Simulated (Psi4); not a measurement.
# C2H3Cl2F (1,1-dichloro-1-fluoroethane) at M06-L/6-31G(d) (spherical functions)

Aim: the vertical ionisation energy of C2H3Cl2F (1,1-dichloro-1-fluoroethane) at M06-L/6-31G* (spherical functions), from 2 runs. 

Program for the calculation: Psi4 1.11.

3 further runs of the same task are left out: 3 that didn't finish.

**1. The system as given**

C2H3Cl2F has 8 atoms, charge 0, and is taken as a singlet. As SMILES, `CC(F)(Cl)Cl`. The coordinates come from a PBE0-D4/def2-TZVP relaxation.

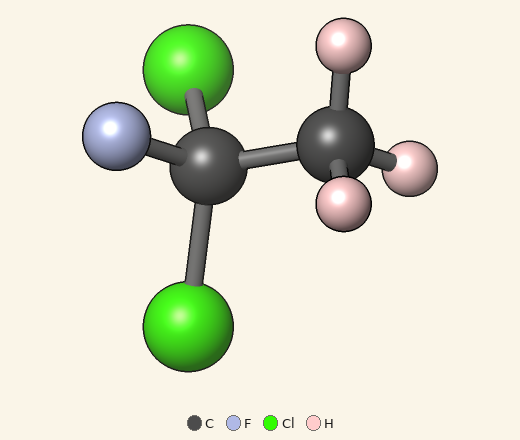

Viewed from a chosen angle; carbon dark grey, fluorine light blue, chlorine green, hydrogen pink.

**2. Energy and forces at M06-L/6-31G(d) (spherical functions)**

The input, c2h3cl2f.dat:

```
memory 1600 MB

molecule {
  0 1
  C     -0.133500    -0.505900     0.646300
  C      0.199400     0.391300    -0.511300
  F      1.523600     0.643200    -0.537400
  Cl    -0.232400    -0.372700    -2.055900
  Cl    -0.641100     1.950200    -0.373000
  H      0.163400    -0.011800     1.572000
  H      0.414900    -1.442000     0.535900
  H     -1.202100    -0.709300     0.667600
  units angstrom
  symmetry c1
  no_reorient
  no_com
}

set globals {
  basis 6-31G*
  puream true
  e_convergence 1e-09
  d_convergence 1e-08
  scf_type pk
  dft_radial_points 99
  dft_spherical_points 590
}

energy_value, wavefunction = gradient("m06-l", return_wfn=True)
oeprop(wavefunction, "MULLIKEN_CHARGES", "LOWDIN_CHARGES", "QUADRUPOLE")
```

The run is started by

```bash
psi4 c2h3cl2f.dat c2h3cl2f.out -n 1
```

c2h3cl2f.out:

```text
[...]
  Running in c1 symmetry.
[...]
  Nuclear repulsion =  300.005224811808034
[...]
  Multiplicity = 1
[...]
  Nalpha       = 29
  Nbeta        = 29
[...]
    Number of basis functions: 84
[...]
   @RKS iter   1: -1098.03171595917820   -6.59720e-02   6.50541e-03 DIIS/ADIIS
[...]
   @RKS iter  12: -1098.17853641513307   -2.04636e-12   3.79584e-09 DIIS
[...]
  @RKS Final Energy: -1098.17853641513307
   => Energetics <=
    Nuclear Repulsion Energy =            300.0052248118080342
    One-Electron Energy =               -2111.7899324658892510
    Two-Electron Energy =                 792.5944681740622855
    DFT Exchange-Correlation Energy =     -78.9882969351142918
    Empirical Dispersion Energy =           0.0000000000000000
    VV10 Nonlocal Energy =                  0.0000000000000000
    Total Energy =                      -1098.1785364151330668
[...]
  -Total Gradient:
     Atom            X                  Y                   Z
    ------   -----------------  -----------------  -----------------
       1        0.000136866086    -0.001701355517     0.002395831591
       2       -0.002935020070     0.002414463246    -0.004028210051
       3       -0.003327468876    -0.000330758457    -0.000347633814
       4        0.001696424897     0.004489147964     0.007232987520
       5        0.003838583079    -0.007651317088    -0.001548828020
       6       -0.000621644831    -0.000338355958    -0.002087084285
       7       -0.001019291997     0.001895096774    -0.000464681419
       8        0.002281434718     0.001178970961    -0.001079472823
[...]
 Multipole Moments:
 ------------------------------------------------------------------------------------
     Multipole            Electronic (a.u.)      Nuclear  (a.u.)        Total (a.u.)
 ------------------------------------------------------------------------------------
 L = 1.  Multiply by 2.5417464519 to convert [e a0] to [Debye]
 Dipole X            :          2.4546726           -2.5804210           -0.1257484
 Dipole Y            :        -56.7224301           56.2299347           -0.4924954
 Dipole Z            :         81.0428889          -80.3934847            0.6494042
 Magnitude           :                                                    0.8246758
 L = 2.  Multiply by 1.3450342976 to convert [e a0^2] to [Debye ang]
 Quadrupole XX       :       -142.0757992          109.9420757          -32.1337235
 Quadrupole XY       :         34.9893033          -35.1269687           -0.1376654
[...]
```

It took 48 s on 1 thread of Intel Xeon at 2.70GHz, shared host; peak memory 1.1 GiB.

**3. The doublet cation**

The input, c2h3cl2f.in:

```
memory 1600 MB

molecule geom {
  1 2
  C     -0.133500    -0.505900     0.646300
  C      0.199400     0.391300    -0.511300
  F      1.523600     0.643200    -0.537400
  Cl    -0.232400    -0.372700    -2.055900
  Cl    -0.641100     1.950200    -0.373000
  H      0.163400    -0.011800     1.572000
  H      0.414900    -1.442000     0.535900
  H     -1.202100    -0.709300     0.667600
  symmetry c1
}

set {
  basis 6-31G*
  reference uks
  puream true
  e_convergence 1e-09
  d_convergence 1e-08
  scf_type pk
  dft_radial_points 99
  dft_spherical_points 590
  maxiter 100
}

energy_value, wavefunction = gradient("m06-l", return_wfn=True)
oeprop(wavefunction, "LOWDIN_CHARGES", "DIPOLE", "MAYER_INDICES", title="M06-L")
```

The run is started by

```bash
psi4 -i c2h3cl2f.in -o c2h3cl2f.out -n 1
```

c2h3cl2f.out, shortened:

```text
[...]
  Running in c1 symmetry.
[...]
  Nuclear repulsion =  300.005224811808034
[...]
  Multiplicity = 2
[...]
  Nalpha       = 29
  Nbeta        = 28
[...]
    Number of basis functions: 84
[...]
   @UKS iter   1: -1097.62680955173050    3.38934e-01   6.47833e-03 ADIIS/DIIS
[...]
   @UKS iter  17: -1097.77019396841115   -1.59162e-12   3.57810e-09 DIIS
[...]
   @S^2 Observed:                7.531035472E-01
[...]
  @UKS Final Energy: -1097.77019396841115
   => Energetics <=
    Nuclear Repulsion Energy =            300.0052248118080342
    One-Electron Energy =               -2097.2240525292836537
    Two-Electron Energy =                 778.0580731195658473
    DFT Exchange-Correlation Energy =     -78.6094393705015477
    Empirical Dispersion Energy =           0.0000000000000000
    VV10 Nonlocal Energy =                  0.0000000000000000
    Total Energy =                      -1097.7701939684111494
[...]
  -Total Gradient:
     Atom            X                  Y                   Z
    ------   -----------------  -----------------  -----------------
       1        0.008696349636    -0.006337909952     0.010871471723
       2       -0.037006075661     0.017531360349    -0.033175858985
       3        0.013652808995    -0.001013033801     0.004718968640
       4        0.009683526659    -0.009652654311     0.011506147035
       5        0.009008364879    -0.005783267150     0.014321102397
       6       -0.003207321048    -0.000204809382    -0.004094028158
       7       -0.003800220648     0.003142549515    -0.001665248792
       8        0.003013600283     0.002276105144    -0.002415135473
[...]
 Multipole Moments:
 ------------------------------------------------------------------------------------
     Multipole            Electronic (a.u.)      Nuclear  (a.u.)        Total (a.u.)
 ------------------------------------------------------------------------------------
 L = 1.  Multiply by 2.5417464519 to convert [e a0] to [Debye]
 Dipole X            :          0.5985458           -1.2219839           -0.6234381
 Dipole Y            :          3.6886469           -4.0997213           -0.4110744
 Dipole Z            :         -4.9463029            5.3622794            0.4159764
 Magnitude           :                                                    0.8548062
[...]
```

It took 1.8 min on 1 thread of Intel Xeon at 2.70GHz, shared host; peak memory 1.1 GiB.

**4. Summary of results**

Level: M06-L/6-31G* (spherical functions).

| quantity | value |
| --- | --- |
| singlet C2H3Cl2F: total energy | -1098.17854 Eh |
| singlet C2H3Cl2F: dipole moment | 2.10 D |
| singlet C2H3Cl2F: HOMO energy | -7.74 eV |
| singlet C2H3Cl2F: LUMO energy | -1.03 eV |
| singlet C2H3Cl2F: HOMO–LUMO gap | 6.71 eV |
| singlet C2H3Cl2F: largest force on an atom | 0.447 eV/Å |
| doublet cation: total energy | -1097.77019 Eh |
| doublet cation: HOMO energy (highest over α and β) | -14.67 eV |
| doublet cation: LUMO energy (lowest over α and β) | -14.32 eV |
| doublet cation: ⟨S²⟩ | 0.753 |
| doublet cation: largest force on an atom | 2.710 eV/Å |
| vertical ionisation energy (to the doublet cation) | 11.112 eV |

What this shows: The vertical ionisation energy comes to 11.11 eV (256 kcal/mol). The largest force (singlet C2H3Cl2F) is 0.45 eV/Å: the shape isn't a stationary point for this species at this level. −ε(HOMO) before ionisation, 7.74 eV, is 3.37 eV below this ionisation energy.
